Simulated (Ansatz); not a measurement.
# SiH2O2 + H2S: a complex and its separated parts

Aim: how far the complex at one end of a reaction step lies below its separated, relaxed parts, level by level.

The runs use Ansatz 0.2.0, Gaussian basis; PBE0-D4/def2-TZVP structures, single points in def2-TZVPP, no counterpoise correction.

Levels: SPW92, PBE-D4, BLYP-D4, r2SCAN-D4, B97M-V, PBE0-D4, B3LYP-D4, r2SCAN0-D4, BHLYP-D4, CAM-B3LYP-D4, wB97X-V, wB97M-V, B2PLYP, PBE-QIDH, RPA on PBE, Hartree-Fock, MP2, CCSD, CCSD(T).

Correlated methods freeze the cores. B3LYP uses VWN-RPA correlation. B2PLYP carries no dispersion term here.

10 further runs of the same task are left out: 10 set aside as unsound or not needed.

## 1. The starting structure

The complex: 8 atoms, charge 0, spin multiplicity 1.

Atoms are counted from 1 here; the program's logs count them from 0.

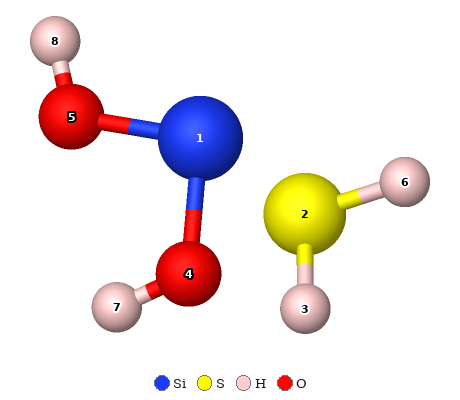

The starting geometry (silicon blue, sulfur yellow, hydrogen pink, oxygen red); atoms are numbered from 1 in the order of the file.

Coordinates:

```
Si    0.1571    0.6919    1.0376
S    -1.0408   -1.7762   -0.6718
H    -1.3875   -0.6902   -1.3801
O    -0.1378    1.6281   -0.2934
O     1.7515    0.3188    0.7243
H    -2.1322   -1.6850    0.1032
H     0.6032    1.7453   -0.8982
H     2.1866   -0.2326    1.3782
```

Its parts: SiH2O2 holds atoms 1, 4, 5, 7, 8; H2S holds atoms 2, 3, 6. Each part counts its atoms afresh in its own runs.

## 2. Relaxing SiH2O2 alone

relax-a/in.yaml reads:

```yaml
crystal:
  periodic: [false, false, false]
  atoms:
    - {symbol: Si, position_ang: [0.157141, 0.691858, 1.037633]}
    - {symbol: O, position_ang: [-0.137818, 1.628098, -0.293435]}
    - {symbol: O, position_ang: [1.751502, 0.318805, 0.724299]}
    - {symbol: H, position_ang: [0.603202, 1.745341, -0.898218]}
    - {symbol: H, position_ang: [2.186581, -0.232583, 1.378238]}
basis:
  gaussian: {orbitals: def2-TZVP}
hamiltonian: {xc: pbe0, dispersion: d4}
relax: {f_tol: 0.005, max_steps: 200}
```

No record of the launch command was kept for these runs.

Standard output, shortened:

```text
Functional definition: PBE0
  name "PBE0"
  cite "Adamo & Barone, J. Chem. Phys. 110, 6158 (1999) doi:10.1063/1.478522"
  cite "Perdew, Burke & Ernzerhof, Phys. Rev. Lett. 77, 3865 (1996) doi:10.1103/PhysRevLett.77.3865"
  parent pbe
[...]
658 factors; their error is unknown
[...]
mean field -12000.33976980 eV, -441.0043524177 hartree, gradient 4.5e-5 eV, S^2 0.000000; 0 other end points of the search recorded, 0 dependent functions left out
[...]
reference -12000.33979144 eV, -441.0043532131 hartree; 16, 16 occupied and 95, 95 virtual orbitals, 658 factors
relax step   1: F+E_penalty+E_count = -12000.39813383 eV  Δ(F+E_penalty+E_count) = +0.000e0 eV  max|allowed force component| = 3.338e-1 eV/Å  Δτ_max = 0.0000 Å  (25 SCF iters, accepted)
[...]
relax step   5: F+E_penalty+E_count = -12000.40140413 eV  Δ(F+E_penalty+E_count) = -1.647e-4 eV  max|allowed force component| = 8.289e-3 eV/Å  Δτ_max = 0.0098 Å  (31 SCF iters, accepted)
[...]
relax step   6: F+E_penalty+E_count = -12000.40140650 eV  Δ(F+E_penalty+E_count) = -2.373e-6 eV  max|allowed force component| = 5.730e-4 eV/Å  Δτ_max = 0.0004 Å  (31 SCF iters, accepted)
658 factors; their error is unknown
[...]
mean field -12000.34304836 eV, -441.0044729024 hartree, gradient 1.2e-5 eV, S^2 0.000000; 1 other end points of the search recorded, 0 dependent functions left out
[...]
reference -12000.34307004 eV, -441.0044736995 hartree; 16, 16 occupied and 95, 95 virtual orbitals, 658 factors
Total energy: -12000.40142819 eV, -441.0066183217 hartree
Atom 0 at     0.166060     0.694281     1.029181 Å, force     0.000160    -0.000137     0.000336 eV/Å
Atom 1 at    -0.135707     1.624667    -0.289643 Å, force    -0.000360    -0.000071     0.000004 eV/Å
Atom 2 at     1.758141     0.315829     0.735071 Å, force     0.000573     0.000177    -0.000519 eV/Å
Atom 3 at     0.585827     1.759776    -0.913986 Å, force     0.000147     0.000171    -0.000186 eV/Å
Atom 4 at     2.186287    -0.243034     1.387894 Å, force    -0.000521    -0.000139     0.000366 eV/Å
Dipole moment:     0.354036    -0.156284     0.050046 e Å
```

Run time: 6.5 s. Hardware: 4 threads, shared host; peak memory 0.18 GiB.

Along the way:

```
step  energy from step 1 (eV)  largest force component (eV/Å)
   1                   0.0000                          0.3338
   2                  -0.0018                          0.1885
   3                  -0.0030                          0.0429
   4                  -0.0031                          0.0358
   5                  -0.0033                          0.0083
   6                  -0.0033                          0.0006
```

Distances of close pairs at the start and the end, largest changes first:

```
  bond  before (Å)  after (Å)  change (Å)
Si1–O2       1.654      1.642      -0.012
Si1–O3       1.667      1.663      -0.004
 O3–H5       0.960      0.960      +0.000
 O2–H4       0.964      0.964      +0.000
```

## 3. Relaxing H2S alone

relax-b/in.yaml reads:

```yaml
crystal:
  periodic: [false, false, false]
  atoms:
    - {symbol: S, position_ang: [-1.040778, -1.776202, -0.671765]}
    - {symbol: H, position_ang: [-1.387531, -0.690239, -1.380086]}
    - {symbol: H, position_ang: [-2.132199, -1.684976, 0.103234]}
basis:
  gaussian: {orbitals: def2-TZVP}
hamiltonian: {xc: pbe0, dispersion: d4}
relax: {f_tol: 0.005, max_steps: 200}
```

Standard output, shortened:

```text
Functional definition: PBE0
  name "PBE0"
  cite "Adamo & Barone, J. Chem. Phys. 110, 6158 (1999) doi:10.1063/1.478522"
  cite "Perdew, Burke & Ernzerhof, Phys. Rev. Lett. 77, 3865 (1996) doi:10.1103/PhysRevLett.77.3865"
  parent pbe
[...]
359 factors; their error is unknown
[...]
mean field -10864.45045201 eV, -399.2611899222 hartree, gradient 6.1e-5 eV, S^2 0.000000; 0 other end points of the search recorded, 0 dependent functions left out
[...]
reference -10864.45046852 eV, -399.2611905291 hartree; 9, 9 occupied and 40, 40 virtual orbitals, 359 factors
relax step   1: F+E_penalty+E_count = -10864.46263259 eV  Δ(F+E_penalty+E_count) = +0.000e0 eV  max|allowed force component| = 1.874e-2 eV/Å  Δτ_max = 0.0000 Å  (21 SCF iters, accepted)
[...]
relax step   2: F+E_penalty+E_count = -10864.46264126 eV  Δ(F+E_penalty+E_count) = -8.669e-6 eV  max|allowed force component| = 6.517e-3 eV/Å  Δτ_max = 0.0004 Å  (17 SCF iters, accepted)
[...]
relax step   3: F+E_penalty+E_count = -10864.46264267 eV  Δ(F+E_penalty+E_count) = -1.411e-6 eV  max|allowed force component| = 3.110e-4 eV/Å  Δτ_max = 0.0002 Å  (17 SCF iters, accepted)
359 factors; their error is unknown
[...]
mean field -10864.45046313 eV, -399.2611903311 hartree, gradient 2.5e-5 eV, S^2 0.000000; 1 other end points of the search recorded, 0 dependent functions left out
[...]
reference -10864.45047964 eV, -399.2611909378 hartree; 9, 9 occupied and 40, 40 virtual orbitals, 359 factors
Total energy: -10864.46265918 eV, -399.2616385274 hartree
Atom 0 at    -1.041088    -1.775824    -0.671863 Å, force     0.000058    -0.000116     0.000059 eV/Å
Atom 1 at    -1.387353    -0.690518    -1.379974 Å, force     0.000082     0.000273    -0.000311 eV/Å
Atom 2 at    -2.132066    -1.685075     0.103219 Å, force    -0.000140    -0.000157     0.000251 eV/Å
Dipole moment:    -0.187188     0.153171     0.008722 e Å
```

Run time: 0.95 s. Hardware: 4 threads, shared host.

The steps of the relaxation:

```
step  energy from step 1 (eV)  largest force component (eV/Å)
   1                   0.0000                          0.0187
   2                   0.0000                          0.0065
   3                   0.0000                          0.0003
```

Close pairs (by a distance rule), those that changed most:

```
 bond  before (Å)  after (Å)  change (Å)
S1–H2       1.342      1.341      -0.001
S1–H3       1.342      1.341      -0.000
```

## 4. wB97M-V/def2-TZVPP

parta/in.yaml reads:

```yaml
crystal:
  periodic: [false, false, false]
  atoms:
    - {symbol: Si, position_ang: [0.166060, 0.694281, 1.029181]}
    - {symbol: O, position_ang: [-0.135707, 1.624667, -0.289643]}
    - {symbol: O, position_ang: [1.758141, 0.315829, 0.735071]}
    - {symbol: H, position_ang: [0.585827, 1.759776, -0.913986]}
    - {symbol: H, position_ang: [2.186287, -0.243034, 1.387894]}
basis:
  gaussian: {orbitals: def2-TZVPP}
hamiltonian: {xc: {name: wB97M-V}}
```

partb/in.yaml reads:

```yaml
crystal:
  periodic: [false, false, false]
  atoms:
    - {symbol: S, position_ang: [-1.041088, -1.775824, -0.671863]}
    - {symbol: H, position_ang: [-1.387353, -0.690518, -1.379974]}
    - {symbol: H, position_ang: [-2.132066, -1.685075, 0.103219]}
basis:
  gaussian: {orbitals: def2-TZVPP}
hamiltonian: {xc: {name: wB97M-V}}
```

Output in parta, shortened:

```text
Functional definition: wB97M-V
  name "wB97M-V"
  cite "Mardirossian & Head-Gordon, J. Chem. Phys. 144, 214110 (2016) doi:10.1063/1.4952647"
  cite "Becke, J. Chem. Phys. 107, 8554 (1997) doi:10.1063/1.475007"
  cite "Vydrov & Van Voorhis, J. Chem. Phys. 133, 244103 (2010) doi:10.1063/1.3521275"
  # Of w^i u^j: cxij and so on, Table III.
[...]
  gx(w, u) = 1 - cx + cx01*u + cx10*w
  gss(w, u) = css00 + css04*u^4 + css10*w + css20*w^2 + css43*w^4*u^3
  gos(w, u) = cos00 + cos10*w + (cos20 + cos21*u)*w^2 + (cos60 + cos61*u)*w^6
[...]
      + integral(e_c_pw_mod_opposite_spin*gos(b97_w_opposite, b97_u_opposite)) + vv10(b, c)
711 factors; their error is unknown
148 factors; integrals over basis functions are off by at most 1.5e-5 eV
[...]
mean field -12006.65805993 eV, -441.2365452973 hartree, gradient 2.9e-5 eV, S^2 0.000000; 0 other end points of the search recorded, 0 dependent functions left out
reference -12006.65809506 eV, -441.2365465883 hartree; 16, 16 occupied and 116, 116 virtual orbitals, 711 factors
Total energy: -12006.65809506 eV, -441.2365465883 hartree
```

Log of partb, shortened:

```text
Functional definition: wB97M-V
  name "wB97M-V"
  cite "Mardirossian & Head-Gordon, J. Chem. Phys. 144, 214110 (2016) doi:10.1063/1.4952647"
  cite "Becke, J. Chem. Phys. 107, 8554 (1997) doi:10.1063/1.475007"
  cite "Vydrov & Van Voorhis, J. Chem. Phys. 133, 244103 (2010) doi:10.1063/1.3521275"
  # Of w^i u^j: cxij and so on, Table III.
[...]
  gx(w, u) = 1 - cx + cx01*u + cx10*w
  gss(w, u) = css00 + css04*u^4 + css10*w + css20*w^2 + css43*w^4*u^3
  gos(w, u) = cos00 + cos10*w + (cos20 + cos21*u)*w^2 + (cos60 + cos61*u)*w^6
[...]
      + integral(e_c_pw_mod_opposite_spin*gos(b97_w_opposite, b97_u_opposite)) + vv10(b, c)
409 factors; their error is unknown
87 factors; integrals over basis functions are off by at most 4.4e-5 eV
[...]
mean field -10867.51056896 eV, -399.3736471459 hartree, gradient 7.8e-6 eV, S^2 0.000000; 0 other end points of the search recorded, 0 dependent functions left out
reference -10867.51059713 eV, -399.3736481812 hartree; 9, 9 occupied and 61, 61 virtual orbitals, 409 factors
Total energy: -10867.51059713 eV, -399.3736481812 hartree
```

Times: 1.9 s (parta), 0.6 s (partb) on 4 threads, shared host; peak memory 0.27 GiB.

## 5. CCSD(T)/def2-TZVPP

Each input of step 4 (parta, partb) changes in the same lines:

```diff
-hamiltonian: {xc: {name: wB97M-V}}
+correlation: {method: ccsd_t}
```

parta printed, shortened:

```text
Functional definition: HF
  name "HF"
  cite "Fock, Z. Phys. 61, 126 (1930) doi:10.1007/BF01340294"
  parent pbe
[...]
812 factors; integrals over basis functions are off by at most 1.1e-3 eV
[...]
mean field -11972.33295968 eV, -439.9751211296 hartree, gradient 1.2e-6 eV, S^2 0.000000; 0 other end points of the search recorded, 0 dependent functions left out
7 core orbitals not correlated: weight in the atoms' cores, before any rotation towards them, 1.000 or more for the frozen orbitals, at most 0.000 for the correlated occupied ones
reference -11972.33295968 eV, -439.9751211296 hartree; 9, 9 occupied and 116, 116 virtual orbitals, 812 factors
second order -15.89100278 eV of doubles, -0.00000000 eV of singles
cycle   1  -15.77251824 eV  change    1.2e-1 eV  update   9.5e-2
[...]
cycle  10  -16.25134439 eV  change   -4.9e-7 eV  update   6.3e-6
perturbative correction -0.60565362 eV, -0.0222573599 hartree
Total energy: -11989.18995769 eV, -440.5946043803 hartree
```

partb printed, shortened:

```text
Functional definition: HF
  name "HF"
  cite "Fock, Z. Phys. 61, 126 (1930) doi:10.1007/BF01340294"
  parent pbe
[...]
386 factors; integrals over basis functions are off by at most 7.9e-4 eV
[...]
mean field -10849.38780094 eV, -398.7076477053 hartree, gradient 1.3e-6 eV, S^2 0.000000; 0 other end points of the search recorded, 0 dependent functions left out
5 core orbitals not correlated: weight in the atoms' cores, before any rotation towards them, 1.000 or more for the frozen orbitals, at most 0.000 for the correlated occupied ones
reference -10849.38780094 eV, -398.7076477053 hartree; 4, 4 occupied and 61, 61 virtual orbitals, 386 factors
second order -5.20091574 eV of doubles, -0.00000000 eV of singles
cycle   1  -5.68438539 eV  change   -4.8e-1 eV  update   4.9e-2
[...]
cycle   8  -5.86289581 eV  change    3.0e-6 eV  update   5.9e-6
perturbative correction -0.21792690 eV, -0.0080086660 hartree
Total energy: -10855.46862365 eV, -398.9311138181 hartree
```

Times: 3.7 s (parta), 0.45 s (partb) on 4 threads, shared host; peak memory 0.68 GiB.

## 6. Vibrations of SiH2O2

vib-parta/in.yaml reads:

```yaml
crystal:
  periodic: [false, false, false]
  atoms:
    - {symbol: Si, position_ang: [0.166060, 0.694281, 1.029181]}
    - {symbol: O, position_ang: [-0.135707, 1.624667, -0.289643]}
    - {symbol: O, position_ang: [1.758141, 0.315829, 0.735071]}
    - {symbol: H, position_ang: [0.585827, 1.759776, -0.913986]}
    - {symbol: H, position_ang: [2.186287, -0.243034, 1.387894]}
basis:
  gaussian: {orbitals: def2-TZVP}
hamiltonian: {xc: pbe0, dispersion: d4}
phonons: {temperatures: {t_min: 298.15, t_max: 900, t_step: 200}}
```

Standard output, shortened:

```text
Functional definition: PBE0
  name "PBE0"
  cite "Adamo & Barone, J. Chem. Phys. 110, 6158 (1999) doi:10.1063/1.478522"
  cite "Perdew, Burke & Ernzerhof, Phys. Rev. Lett. 77, 3865 (1996) doi:10.1103/PhysRevLett.77.3865"
  parent pbe
[...]
658 factors; their error is unknown
[...]
mean field -12000.34304836 eV, -441.0044729025 hartree, gradient 4.5e-5 eV, S^2 0.000000; 0 other end points of the search recorded, 0 dependent functions left out
[...]
reference -12000.34307005 eV, -441.0044736996 hartree; 16, 16 occupied and 95, 95 virtual orbitals, 658 factors
[... from here to the last solve, the lines of the solves are left out (29 solves) ...]
658 factors; their error is unknown
[...]
mean field -12000.34296943 eV, -441.0044700018 hartree, gradient 2.4e-6 eV, S^2 0.000000; 0 other end points of the search recorded, 0 dependent functions left out
[...]
reference -12000.34299111 eV, -441.0044707986 hartree; 16, 16 occupied and 95, 95 virtual orbitals, 658 factors
Total energy: -12000.40142819 eV, -441.0066183219 hartree
Atom 0 at     0.166060     0.694281     1.029181 Å, force     0.000154    -0.000141     0.000342 eV/Å
Atom 1 at    -0.135707     1.624667    -0.289643 Å, force    -0.000369    -0.000070     0.000010 eV/Å
Atom 2 at     1.758141     0.315829     0.735071 Å, force     0.000571     0.000182    -0.000529 eV/Å
Atom 3 at     0.585827     1.759776    -0.913986 Å, force     0.000158     0.000174    -0.000198 eV/Å
Atom 4 at     2.186287    -0.243034     1.387894 Å, force    -0.000514    -0.000146     0.000374 eV/Å
Dipole moment:     0.354036    -0.156284     0.050046 e Å
Vibrations: 324.38 451.79 516.21 782.39 802.82 854.98 913.47 3837.60 3898.38 cm⁻¹, zero-point energy 0.767588 eV
```

Run time: 18 s. Hardware: 4 threads, shared host; peak memory 0.19 GiB.

Wavenumbers and character of the modes:

```
mode  wavenumber (cm⁻¹)     character
   1                324          bend
   2                452       torsion
   3                516       torsion
   4                782          bend
   5                803          bend
   6                855  Si–O stretch
   7                913  Si–O stretch
   8               3838   O–H stretch
   9               3898   O–H stretch
```

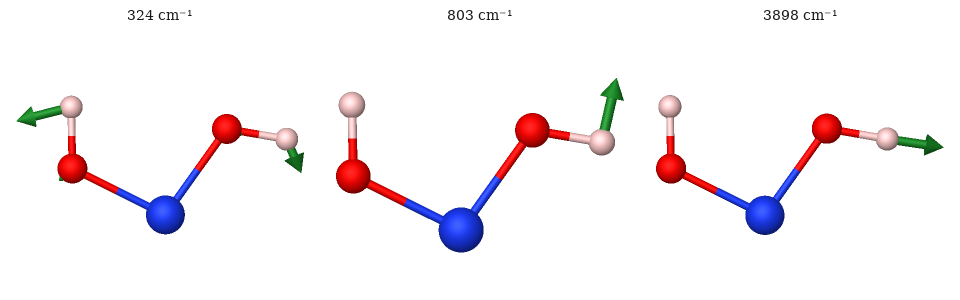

Displacements of 3 modes, as arrows.

Vibrational sums (real modes only):

```
T (K)  entropy (J/mol/K)  heat capacity (J/mol/K)
  298               14.3                     27.5
  498               32.6                     42.8
  698               48.2                     49.8
  898               61.3                     53.9
```

## 7. Vibrations of H2S

vib-partb/in.yaml reads:

```yaml
crystal:
  periodic: [false, false, false]
  atoms:
    - {symbol: S, position_ang: [-1.041088, -1.775824, -0.671863]}
    - {symbol: H, position_ang: [-1.387353, -0.690518, -1.379974]}
    - {symbol: H, position_ang: [-2.132066, -1.685075, 0.103219]}
basis:
  gaussian: {orbitals: def2-TZVP}
hamiltonian: {xc: pbe0, dispersion: d4}
phonons: {temperatures: {t_min: 298.15, t_max: 900, t_step: 200}}
```

Standard output, shortened:

```text
Functional definition: PBE0
  name "PBE0"
  cite "Adamo & Barone, J. Chem. Phys. 110, 6158 (1999) doi:10.1063/1.478522"
  cite "Perdew, Burke & Ernzerhof, Phys. Rev. Lett. 77, 3865 (1996) doi:10.1103/PhysRevLett.77.3865"
  parent pbe
[...]
359 factors; their error is unknown
[...]
mean field -10864.45046313 eV, -399.2611903310 hartree, gradient 4.8e-5 eV, S^2 0.000000; 0 other end points of the search recorded, 0 dependent functions left out
[...]
reference -10864.45047964 eV, -399.2611909377 hartree; 9, 9 occupied and 40, 40 virtual orbitals, 359 factors
[...]
359 factors; their error is unknown
[...]
mean field -10864.45040100 eV, -399.2611880478 hartree, gradient 7.0e-7 eV, S^2 0.000000; 0 other end points of the search recorded, 0 dependent functions left out
[...]
reference -10864.45041752 eV, -399.2611886548 hartree; 9, 9 occupied and 40, 40 virtual orbitals, 359 factors
[...]
mean field -10864.45045712 eV, -399.2611901100 hartree, gradient 1.6e-6 eV, S^2 0.000000; 0 other end points of the search recorded, 0 dependent functions left out
[...]
reference -10864.45047362 eV, -399.2611907166 hartree; 9, 9 occupied and 40, 40 virtual orbitals, 359 factors
[...]
359 factors; their error is unknown
mean field -10864.45045475 eV, -399.2611900229 hartree, gradient 1.5e-6 eV, S^2 0.000000; 0 other end points of the search recorded, 0 dependent functions left out
[...]
reference -10864.45047126 eV, -399.2611906297 hartree; 9, 9 occupied and 40, 40 virtual orbitals, 359 factors
Total energy: -10864.46265917 eV, -399.2616385274 hartree
Atom 0 at    -1.041088    -1.775824    -0.671863 Å, force     0.000076    -0.000062    -0.000004 eV/Å
Atom 1 at    -1.387353    -0.690518    -1.379974 Å, force     0.000101     0.000216    -0.000274 eV/Å
Atom 2 at    -2.132066    -1.685075     0.103219 Å, force    -0.000177    -0.000154     0.000278 eV/Å
Dipole moment:    -0.187187     0.153170     0.008722 e Å
Vibrations: 1209.04 2724.45 2739.75 cm⁻¹, zero-point energy 0.413688 eV
```

Wall time 0.86 s (4 threads, shared host).

Wavenumbers and character of the modes:

```
mode  wavenumber (cm⁻¹)    character
   1               1209         bend
   2               2724  S–H stretch
   3               2740  S–H stretch
```

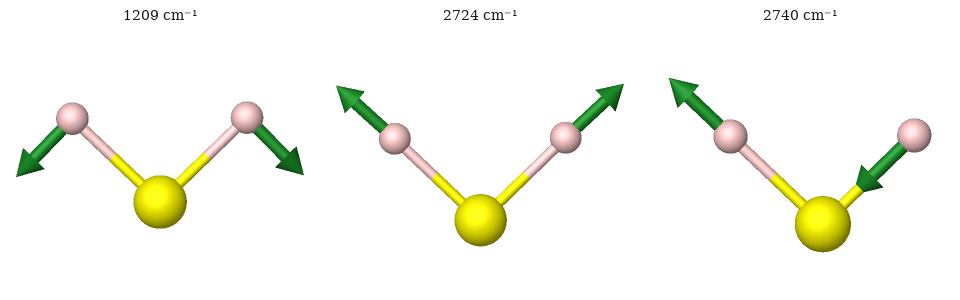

How the atoms move in 3 of the modes.

Vibrational sums (real modes only):

```
T (K)  entropy (J/mol/K)  heat capacity (J/mol/K)
  298                0.2                      0.8
  498                1.2                      3.7
  698                3.0                      7.0
  898                5.1                     10.2
```

## 8. Complex less separated parts

The complex's own energies come from single points at the same levels. Levels not printed above were run the same way.

Rows are in def2-TZVPP; times add the 3 runs of a level on a shared host, so small differences are noise.

Differences are taken before rounding.

```
      method                    rung  complex less parts (kJ/mol)  from CCSD(T) (kJ/mol)   time
       SPW92                     LDA                        -24.3                  -17.8  1.9 s
      PBE-D4                     GGA                        -17.3                  -10.8  2.5 s
     BLYP-D4                     GGA                        -13.9                   -7.5  2.1 s
   r2SCAN-D4                meta-GGA                        -13.4                   -6.9  3.8 s
      B97M-V                meta-GGA                         -9.8                   -3.3  6.5 s
     PBE0-D4                  hybrid                        -15.4                   -8.9  2.8 s
    B3LYP-D4                  hybrid                        -13.1                   -6.6  2.9 s
  r2SCAN0-D4                  hybrid                        -13.0                   -6.5  4.7 s
    BHLYP-D4                  hybrid                        -12.5                   -6.0  3.2 s
CAM-B3LYP-D4  range-separated hybrid                        -10.6                   -4.2  3.9 s
     wB97X-V  range-separated hybrid                        -10.6                   -4.2  6.6 s
     wB97M-V  range-separated hybrid                        -11.4                   -4.9  6.3 s
      B2PLYP           double hybrid                         -4.1                   +2.3  4.9 s
    PBE-QIDH           double hybrid                         -9.3                   -2.8  4.7 s
  RPA on PBE                     RPA                         -2.2                   +4.3  4.7 s
Hartree-Fock            wavefunction                          5.9                  +12.4       
         MP2            wavefunction                         -8.6                   -2.1       
        CCSD            wavefunction                         -4.1                   +2.3       
     CCSD(T)            wavefunction                         -6.5                      0   34 s
```

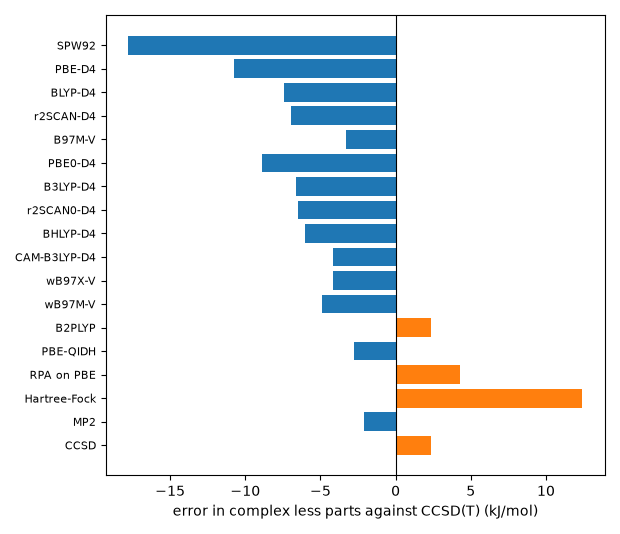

Error of each method against CCSD(T).

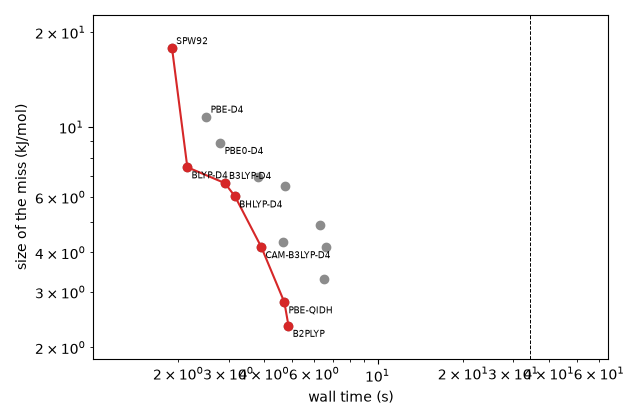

Miss against cost. Red marks the levels that no quicker level drawn beats (of those quicker than the yardstick), and the dashed line is the time of CCSD(T). Only those levels and the largest misses are named. Times are from a shared host.

B2PLYP reaches 2.3 kJ/mol from the reference in 4.9 s, where CCSD(T) took 34 s; the quickest level in the cost chart, SPW92, takes 1.9 s and misses by 17.8 kJ/mol.

The complex's zero-point energy, from a separate PBE0-D4 run, is 1.227 eV.

## 9. What came out

```
                              quantity        value
complex less parts, CCSD(T)/def2-TZVPP  -6.5 kJ/mol
                with zero-point energy  -2.0 kJ/mol
                 largest T1 diagnostic        0.015
```

**Reading.** At CCSD(T) the complex lies 6.5 kJ/mol below its parts. B2PLYP is the best functional here (+2.3 kJ/mol from CCSD(T)); SPW92 is the worst (-17.8 kJ/mol). Mean unsigned error by rung: LDA 17.8, GGA 9.1, meta-GGA 5.1, hybrid 7.0, range-separated hybrid 4.4, double hybrid 2.6 kJ/mol. PBE-D4 gives a relative energy 10.8 kJ/mol too low, an error of 166 % of the reference. No counterpoise was applied, and triple zeta lacks some correlation, so the CCSD(T) reference has a basis error of its own, and close matches with it are partly luck.
